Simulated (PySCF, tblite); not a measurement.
# C₆H₉ClS: dynamics, then NMR shifts on frames, part 2 of 2

tblite 0.8.0 and PySCF 2.14.0. Atoms count from 0. Earlier steps stand in the parts before.

## 5. Shielding tensors: 625 fs, PBE0/pcSseg-1

Job settings and geometry (Å):

```
{"job": {"kind": "nmr", "xc": "PBE0", "basis": "pcSseg-1", "pop": false}, "charge": 0, "multiplicity": 1}
C      1.981900     1.878800     1.296800
C      0.907100     1.241200     1.655100
C      0.106800     0.505800     0.701300
C      0.802300    -0.345100    -0.403600
C     -1.216400     0.275200     0.856300
Cl    -2.149700     1.113900     2.068200
S     -2.105100    -0.854000    -0.108700
C     -3.809100    -1.010600     0.618600
H      2.624300     2.451200     1.943200
H      2.449500     1.654900     0.269000
H      0.356600     1.280100     2.557500
H      0.878800    -1.352500    -0.003100
H      1.815000     0.104000    -0.681500
H      0.175000    -0.385500    -1.268300
H     -4.381700    -1.195100    -0.217000
H     -4.147700    -0.059200     0.960200
H     -3.907900    -1.780700     1.362500
```

Level: GIAO PBE0/pcSseg-1 NMR shielding, non-relativistic, gas phase.

The log of the run:

```text
coarse grid: 15344 points
cycle   1  E = -1091.6297578083  dE =  1.010e+00  |g| = 4.343e-01  |ddm| = 3.953e+00
cycle   2  E = -1091.5679542888  dE =  6.180e-02  |g| = 6.586e-01  |ddm| = 9.666e-01
cycle   3  E = -1091.6760463757  dE = -1.081e-01  |g| = 1.280e-01  |ddm| = 7.374e-01
cycle   4  E = -1091.6802822924  dE = -4.236e-03  |g| = 3.179e-02  |ddm| = 1.691e-01
cycle   5  E = -1091.6805058994  dE = -2.236e-04  |g| = 9.553e-03  |ddm| = 3.995e-02
cycle   6  E = -1091.6805283853  dE = -2.249e-05  |g| = 2.917e-03  |ddm| = 1.578e-02
cycle   7  E = -1091.6805299680  dE = -1.583e-06  |g| = 1.446e-03  |ddm| = 4.159e-03
final grid: 139088 points
cycle   8  E = -1091.7306855941  dE = -3.674e-05  |g| = 8.997e-03  |ddm| = 3.367e-02
cycle   9  E = -1091.7306768781  dE =  8.716e-06  |g| = 1.050e-02  |ddm| = 1.873e-02
cycle  10  E = -1091.7307049051  dE = -2.803e-05  |g| = 9.606e-04  |ddm| = 1.172e-02
cycle  11  E = -1091.7307050912  dE = -1.862e-07  |g| = 4.224e-04  |ddm| = 1.496e-03
cycle  12  E = -1091.7307051347  dE = -4.350e-08  |g| = 1.090e-04  |ddm| = 5.067e-04
cycle  13  E = -1091.7307051374  dE = -2.627e-09  |g| = 3.197e-05  |ddm| = 1.288e-04
cycle  14  E = -1091.7307051376  dE = -2.428e-10  |g| = 7.545e-06  |ddm| = 3.457e-05
converged SCF energy = -1091.7307051376

GIAO shielding tensors (ppm)
atom      isotropic    diamagn.    paramagn.     s11        s22        s33       span
  0 C       67.549     254.537    -186.988    -30.055     67.040    165.661    195.716
  1 C       51.254     253.767    -202.513    -54.973     46.268    162.466    217.440
  2 C       50.562     258.621    -208.059    -45.982     53.030    144.639    190.622
  3 C      163.566     249.827     -86.261    152.782    159.685    178.231     25.449
  4 C       51.738     258.971    -207.233    -26.817     83.582     98.449    125.266
  5 Cl     713.825    1148.367    -434.542    492.728    743.398    905.349    412.621
  6 S      449.915    1058.779    -608.864    318.641    386.622    644.483    325.842
  7 C      164.775     249.328     -84.554    144.831    154.835    194.658     49.827
  8 H       26.176      27.843      -1.667     24.231     25.160     29.137      4.907
  9 H       25.082      30.451      -5.369     21.741     23.765     29.739      7.999
 10 H       24.921      31.993      -7.071     21.002     22.298     31.465     10.463
 11 H       29.890      30.981      -1.091     25.361     28.494     35.816     10.454
 12 H       28.073      30.510      -2.437     22.669     27.769     33.782     11.113
 13 H       30.204      32.192      -1.989     24.550     32.128     33.932      9.382
 14 H       30.854      30.547       0.307     25.028     28.151     39.385     14.358
 15 H       29.139      31.712      -2.574     23.392     30.229     33.794     10.402
 16 H       29.491      29.324       0.167     24.520     26.365     37.588     13.068
```

Run time: 21 s. Hardware: 1 thread of AMD EPYC 9R14, shared host; peak memory 0.96 GiB.

Key values: δ C2 136.4, C1 135.7, C4 135.2, C0 119.4, H10 6.80, H9 6.64 ppm.

## 6. Nuclear shieldings: 800 fs, PBE0/pcSseg-1

Job settings and geometry (Å):

```
{"job": {"kind": "nmr", "xc": "PBE0", "basis": "pcSseg-1", "pop": false}, "charge": 0, "multiplicity": 1}
C      1.833700     1.907600     1.543600
C      0.546800     1.524900     1.863200
C     -0.089500     0.534200     1.005300
C      0.701900    -0.404200     0.176300
C     -1.432900     0.399500     1.045700
Cl    -2.253500     0.769600     2.452100
S     -2.331600    -0.759800    -0.041600
C     -3.841700    -0.932000     0.868900
H      2.327100     2.690900     2.119000
H      2.483800     1.386200     0.871600
H     -0.130900     2.064100     2.565900
H      1.519400    -0.841100     0.793200
H      1.191900     0.168900    -0.572800
H     -0.000800    -1.167800    -0.356700
H     -4.467500    -1.481800     0.121800
H     -4.300400     0.029900     0.983200
H     -3.795800    -1.387200     1.802300
```

With the program's defaults for keys left out, this is: GIAO PBE0/pcSseg-1 NMR shielding, non-relativistic, gas phase.

The log of the run:

```text
coarse grid: 15344 points
cycle   1  E = -1091.6228767250  dE =  1.036e+00  |g| = 4.251e-01  |ddm| = 3.958e+00
cycle   2  E = -1091.5484562204  dE =  7.442e-02  |g| = 6.844e-01  |ddm| = 1.003e+00
cycle   3  E = -1091.6673351740  dE = -1.189e-01  |g| = 1.321e-01  |ddm| = 7.838e-01
cycle   4  E = -1091.6718937114  dE = -4.559e-03  |g| = 3.789e-02  |ddm| = 1.907e-01
cycle   5  E = -1091.6722024237  dE = -3.087e-04  |g| = 1.637e-02  |ddm| = 5.808e-02
cycle   6  E = -1091.6722675054  dE = -6.508e-05  |g| = 4.742e-03  |ddm| = 2.195e-02
cycle   7  E = -1091.6722730577  dE = -5.552e-06  |g| = 1.444e-03  |ddm| = 5.846e-03
final grid: 139088 points
cycle   8  E = -1091.7223840156  dE = -3.901e-05  |g| = 9.765e-03  |ddm| = 3.638e-02
cycle   9  E = -1091.7223705252  dE =  1.349e-05  |g| = 1.196e-02  |ddm| = 2.253e-02
cycle  10  E = -1091.7224070403  dE = -3.652e-05  |g| = 1.165e-03  |ddm| = 1.446e-02
cycle  11  E = -1091.7224073292  dE = -2.889e-07  |g| = 3.872e-04  |ddm| = 1.861e-03
cycle  12  E = -1091.7224073627  dE = -3.353e-08  |g| = 1.422e-04  |ddm| = 5.494e-04
cycle  13  E = -1091.7224073677  dE = -4.938e-09  |g| = 5.497e-05  |ddm| = 2.018e-04
cycle  14  E = -1091.7224073684  dE = -7.628e-10  |g| = 1.042e-05  |ddm| = 6.147e-05
converged SCF energy = -1091.7224073684

GIAO shielding tensors (ppm)
atom      isotropic    diamagn.    paramagn.     s11        s22        s33       span
  0 C       59.474     252.034    -192.560    -48.444     58.485    168.381    216.824
  1 C       34.103     254.054    -219.950    -88.822     43.114    148.019    236.841
  2 C       39.346     259.077    -219.731    -68.597     35.743    150.893    219.490
  3 C      161.424     248.955     -87.530    149.221    156.985    178.067     28.846
  4 C       46.519     255.966    -209.447    -34.602     83.370     90.789    125.391
  5 Cl     712.740    1148.839    -436.098    523.044    713.821    901.355    378.312
  6 S      436.144    1057.937    -621.794    219.692    372.723    716.016    496.324
  7 C      169.952     250.078     -80.127    161.110    166.821    181.925     20.814
  8 H       26.078      26.497      -0.419     23.762     24.578     29.894      6.132
  9 H       25.820      32.451      -6.631     21.895     24.332     31.233      9.338
 10 H       22.962      30.285      -7.322     18.968     19.619     30.300     11.332
 11 H       28.937      30.373      -1.436     25.042     26.844     34.924      9.881
 12 H       30.080      32.933      -2.853     26.213     27.842     36.185      9.972
 13 H       26.758      28.748      -1.990     20.125     28.123     32.027     11.902
 14 H       29.044      27.001       2.044     23.426     26.025     37.683     14.257
 15 H       29.489      30.645      -1.156     24.135     28.128     36.204     12.068
 16 H       30.499      31.651      -1.152     25.394     28.602     37.502     12.108
```

Run time: 21 s. Hardware: 1 thread of AMD EPYC 9R14, shared host; peak memory 0.93 GiB.

Key values: δ C1 152.8, C2 147.6, C4 140.4, C0 127.5, H10 8.75, H9 5.90 ppm.

## 7. Shielding tensors: 1000 fs, PBE0/pcSseg-1

Job settings and geometry (Å):

```
{"job": {"kind": "nmr", "xc": "PBE0", "basis": "pcSseg-1", "pop": false}, "charge": 0, "multiplicity": 1}
C      1.241000     2.592400     1.589100
C      0.246200     1.833000     1.994600
C     -0.580700     1.006000     0.981700
C     -0.031300     0.640200    -0.315900
C     -1.699400     0.440700     1.381300
Cl    -2.511800     0.873300     2.786100
S     -2.328100    -0.790800     0.254400
C     -3.570000    -1.689700     1.292800
H      1.849700     3.127100     2.316600
H      1.464700     2.790900     0.565300
H     -0.107800     1.778100     3.014700
H      1.059000     0.749200    -0.314100
H     -0.546400     1.164100    -1.104500
H     -0.148100    -0.520900    -0.353600
H     -4.046700    -2.492200     0.750000
H     -4.408800    -1.065200     1.780900
H     -2.996900    -2.161500     2.090600
```

With the program's defaults for keys left out, this is: GIAO PBE0/pcSseg-1 NMR shielding, non-relativistic, gas phase.

The log of the run:

```text
coarse grid: 15344 points
cycle   1  E = -1091.6323100675  dE =  1.011e+00  |g| = 4.203e-01  |ddm| = 3.957e+00
cycle   2  E = -1091.5885217015  dE =  4.379e-02  |g| = 5.922e-01  |ddm| = 9.042e-01
cycle   3  E = -1091.6757364227  dE = -8.721e-02  |g| = 1.177e-01  |ddm| = 6.543e-01
cycle   4  E = -1091.6792060017  dE = -3.470e-03  |g| = 3.136e-02  |ddm| = 1.545e-01
cycle   5  E = -1091.6794260877  dE = -2.201e-04  |g| = 9.489e-03  |ddm| = 4.276e-02
cycle   6  E = -1091.6794485946  dE = -2.251e-05  |g| = 2.912e-03  |ddm| = 1.655e-02
cycle   7  E = -1091.6794502750  dE = -1.680e-06  |g| = 1.200e-03  |ddm| = 4.220e-03
final grid: 139088 points
cycle   8  E = -1091.7295938788  dE = -3.693e-05  |g| = 8.926e-03  |ddm| = 3.955e-02
cycle   9  E = -1091.7295846922  dE =  9.187e-06  |g| = 1.057e-02  |ddm| = 1.881e-02
cycle  10  E = -1091.7296131900  dE = -2.850e-05  |g| = 8.370e-04  |ddm| = 1.161e-02
cycle  11  E = -1091.7296133491  dE = -1.591e-07  |g| = 2.087e-04  |ddm| = 1.348e-03
cycle  12  E = -1091.7296133584  dE = -9.294e-09  |g| = 5.994e-05  |ddm| = 2.170e-04
cycle  13  E = -1091.7296133591  dE = -6.823e-10  |g| = 2.791e-05  |ddm| = 9.664e-05
converged SCF energy = -1091.7296133591

GIAO shielding tensors (ppm)
atom      isotropic    diamagn.    paramagn.     s11        s22        s33       span
  0 C       67.458     252.583    -185.124    -39.322     72.328    169.369    208.692
  1 C       37.891     252.768    -214.877    -77.540     45.007    146.204    223.744
  2 C       47.270     259.041    -211.771    -52.141     50.703    143.249    195.390
  3 C      164.404     250.940     -86.537    155.596    160.873    176.742     21.146
  4 C       52.669     261.466    -208.797    -32.535     84.594    105.948    138.483
  5 Cl     753.220    1147.963    -394.744    565.953    780.936    912.770    346.817
  6 S      449.206    1057.558    -608.351    301.262    398.525    647.832    346.569
  7 C      161.644     248.078     -86.434    140.177    161.028    183.727     43.550
  8 H       26.176      26.185      -0.009     23.843     24.673     30.012      6.168
  9 H       26.209      32.170      -5.961     22.707     24.830     31.090      8.383
 10 H       24.153      31.190      -7.037     19.644     21.725     31.091     11.447
 11 H       29.182      32.772      -3.590     24.129     28.504     34.913     10.784
 12 H       30.039      31.054      -1.015     25.524     27.680     36.915     11.391
 13 H       26.910      28.732      -1.822     21.071     28.941     30.719      9.648
 14 H       29.800      28.454       1.346     25.030     26.592     37.779     12.749
 15 H       27.808      26.914       0.894     22.489     27.123     33.813     11.324
 16 H       29.147      29.862      -0.715     23.930     27.040     36.471     12.541
```

Wall time 20 s (1 thread of AMD EPYC 9R14, shared host); peak memory 0.86 GiB.

In short: δ C1 149.0, C2 139.7, C4 134.3, C0 119.5, H10 7.56, H8 5.54 ppm.

## 8. Run by run: NMR shifts

Shifts (ppm) of some atoms, chosen among heavy atoms and hydrogens apart, with basis size and wall time:

| frame | C1 | C2 | C0 | H8 | H13 | Cl5 | S6 | functions | time |
| --- | --- | --- | --- | --- | --- | --- | --- | --- | --- |
| 250 fs | 134.9 | 129.4 | 106.9 | 4.30 | 3.39 | 224 | 72 | 195 | 21 s |
| 425 fs | 162.3 | 136.8 | 128.6 | 6.39 | 3.19 | 236 | 55 | 195 | 21 s |
| 625 fs | 135.7 | 136.4 | 119.4 | 5.54 | 1.51 | 236 | 54 | 195 | 21 s |
| 800 fs | 152.8 | 147.6 | 127.5 | 5.64 | 4.96 | 237 | 68 | 195 | 21 s |
| 1000 fs | 149.0 | 139.7 | 119.5 | 5.54 | 4.81 | 197 | 55 | 195 | 20 s |

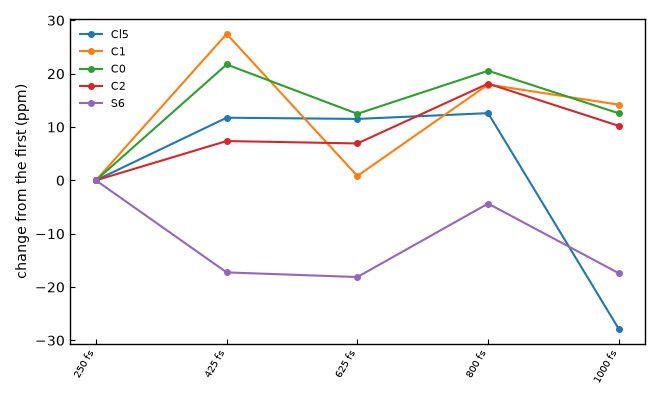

How five of the tabulated atoms move from run to run.

## 9. Summary of results

What follows sums up all 2 parts.

```
                                       quantity                                                     value
                                     thermostat                                                     400 K
                  mean temperature, second half                                                     416 K
        mean potential energy above the minimum                                                   0.83 eV
 ¹³C shifts against TMS (PBE0/pcSseg-1, 250 fs)                136.6, 134.9, 129.4, 106.9, 20.2, 18.4 ppm
  ¹H shifts against TMS (PBE0/pcSseg-1, 250 fs)  7.67, 5.47, 4.30, 3.39, 2.78, 2.31, 2.13, 1.49, 1.29 ppm
³⁵Cl shifts against HCl (PBE0/pcSseg-1, 250 fs)                                                   224 ppm
 ³³S shifts against CS2 (PBE0/pcSseg-1, 250 fs)                                                    72 ppm
                      range of the shift of Cl5                                            197 to 237 ppm
```

**Reading.** In the second half the potential energy averages 0.83 eV above the minimum; equipartition over 45 harmonic modes at 400 K would give 0.78 eV. With 17 atoms the temperature swings widely (249 to 618 K). Shifts at one fixed geometry are not the observed spectrum, which averages over the motion. In ppm, Cl5 moves most: its shift spreads over 40 ppm, from 197 (1000 fs) to 237 (800 fs).
